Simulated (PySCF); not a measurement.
# HF/pc-0 run of SiPH5Br+ (SMILES [PH3+][SiH2]Br)

Aim: the vertical ionisation energy of SiPH5Br+ at HF/pc-0, from 2 runs. The job is set up through a Python script.

The results are computed with PySCF 2.14.0.

## 1. The molecule

The species is SiPH5Br+ (8 atoms), meant as a singlet with charge +1. SMILES: `[PH3+][SiH2]Br`. The shape is that of a GFN2-xTB optimisation.

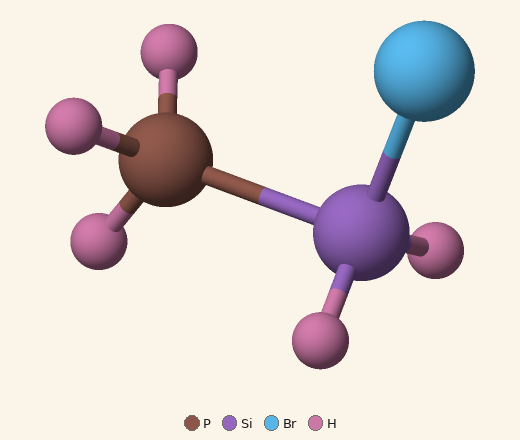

The structure, seen from a chosen angle (phosphorus brown, silicon purple, bromine blue, hydrogen pink).

## 2. The energy at HF/pc-0

Input file input.py:

```python
from pyscf import gto

mol = gto.M(
    atom='''
P     -1.161596     1.580491    -0.588839
Si     1.048722    -2.129759     0.559340
Br     4.586328    -0.626350     2.072708
H     -3.537813     1.296636    -1.606759
H     -0.043501     3.125550    -2.359096
H     -1.636163     3.297345     1.308805
H     -0.601953    -3.175723     2.486861
H      1.345995    -3.368210    -1.873021
''',
    max_memory=1860,
    charge=1,
    basis='pc-0',
    verbose=3,
    unit='bohr',
    spin=0,
)

myscf = mol.RHF()
myscf.conv_tol = 1e-10
myscf.kernel()
if not myscf.converged:
    myscf = myscf.newton().run(myscf.mo_coeff, myscf.mo_occ)

energy = myscf.e_tot
print(f'total energy: {energy:.8f} hartree')
```

The run is started by

```sh
$ OMP_NUM_THREADS=1 python input.py
```

Standard output:

```text
converged SCF energy = -3202.44634067932
total energy: -3202.44634068 hartree
```

Wall time 1.3 s (1 thread of Arm Neoverse V1, shared host); peak memory 0.12 GiB.

## 3. Doublet [SiPH5Br]2+ at the same level

Input file job.py:

```python
from pyscf import gto

mol = gto.Mole()
mol.atom = '''
P       -0.614690       0.836360      -0.311600
Si       0.554960      -1.127020       0.295990
Br       2.426980      -0.331450       1.096830
H       -1.872130       0.686150      -0.850260
H       -0.023020       1.653970      -1.248380
H       -0.865820       1.744880       0.692590
H       -0.318540      -1.680520       1.315990
H        0.712270      -1.782380      -0.991160
'''
mol.verbose = 4
mol.charge = 2
mol.basis = 'pc-0'
mol.max_memory = 1860
mol.spin = 1
mol.build()

hf = mol.UHF()
hf.conv_tol = 1e-10
hf.kernel()
if not hf.converged:
    hf = hf.newton().run(hf.mo_coeff, hf.mo_occ)

etot = hf.e_tot
print('E(%s) = %.9f' % ('HF', etot))
```

The run is started by

```sh
$ OMP_NUM_THREADS=1 python job.py
```

Standard output:

```text
PySCF version 2.14.0

[INPUT] num. atoms = 8
[INPUT] num. electrons = 67
[INPUT] charge = 2
[INPUT] spin (= nelec alpha-beta = 2S) = 1
[INPUT] symmetry False subgroup None
[INPUT] Mole.unit = angstrom
[INPUT] Symbol           X                Y                Z      unit          X                Y                Z       unit  Magmom
[INPUT]  1 P     -0.614690000000   0.836360000000  -0.311600000000 AA   -1.161595751509   1.580491341541  -0.588838660414 Bohr   0.0
[INPUT]  2 Si     0.554960000000  -1.127020000000   0.295990000000 AA    1.048722410089  -2.129759136907   0.559340035610 Bohr   0.0
[INPUT]  3 Br     2.426980000000  -0.331450000000   1.096830000000 AA    4.586327509797  -0.626349723987   2.072708305207 Bohr   0.0
[INPUT]  4 H     -1.872130000000   0.686150000000  -0.850260000000 AA   -3.537812969582   1.296635580370  -1.606758534673 Bohr   0.0
[INPUT]  5 H     -0.023020000000   1.653970000000  -1.248380000000 AA   -0.043501495387   3.125550318247  -2.359096299385 Bohr   0.0
[INPUT]  6 H     -0.865820000000   1.744880000000   0.692590000000 AA   -1.636162673171   3.297345320231   1.308805416613 Bohr   0.0
[INPUT]  7 H     -0.318540000000  -1.680520000000   1.315990000000 AA   -0.601953359719  -3.175722546854   2.486860682666 Bohr   0.0
[INPUT]  8 H      0.712270000000  -1.782380000000  -0.991160000000 AA    1.345995226744  -3.368210049902  -1.873020945624 Bohr   0.0

nuclear repulsion = 310.679927877085
number of shells = 12
number of NR pGTOs = 116
number of NR cGTOs = 58
basis = pc-0
ecp = {}

******** <class 'pyscf.scf.uhf.UHF'> ********
method = UHF
initial guess = minao
damping factor = 0
level_shift factor = 0
DIIS = <class 'pyscf.scf.diis.CDIIS'>
diis_start_cycle = 1
diis_space = 8
diis_damp = 0
SCF conv_tol = 1e-10
SCF conv_tol_grad = None
SCF max_cycles = 50
direct_scf = True
direct_scf_tol = 1e-13
number electrons alpha = 34  beta = 33
[... 94 lines left out ...]
converged SCF energy = -3201.93451900619  <S^2> = 0.75397162  2S+1 = 2.0039677
E(HF) = -3201.934519006
```

Run time: 1.6 s. Hardware: 1 thread of Arm Neoverse V1, shared host; peak memory 0.12 GiB.

## 4. Summary of results

At HF/pc-0:

| quantity | value |
| --- | --- |
| singlet SiPH5Br+: total energy | -3202.44634 Eh |
| singlet SiPH5Br+: HOMO energy | -14.90 eV |
| singlet SiPH5Br+: LUMO energy | -2.19 eV |
| singlet SiPH5Br+: HOMO–LUMO gap | 12.71 eV |
| doublet [SiPH5Br]2+: total energy | -3201.93452 Eh |
| doublet [SiPH5Br]2+: HOMO energy (highest over α and β) | -22.68 eV |
| doublet [SiPH5Br]2+: LUMO energy (lowest over α and β) | -12.98 eV |
| doublet [SiPH5Br]2+: ⟨S²⟩ | 0.754 |
| vertical ionisation energy (to the doublet dication) | 13.927 eV |

What this shows: Removing an electron at fixed nuclei costs 13.93 eV (321 kcal/mol). −ε(HOMO) before ionisation, 14.90 eV, is 0.97 eV above this ionisation energy. Mulliken charges (doublet [SiPH5Br]2+) run from -0.11 on P1 to +0.66 on Br3.
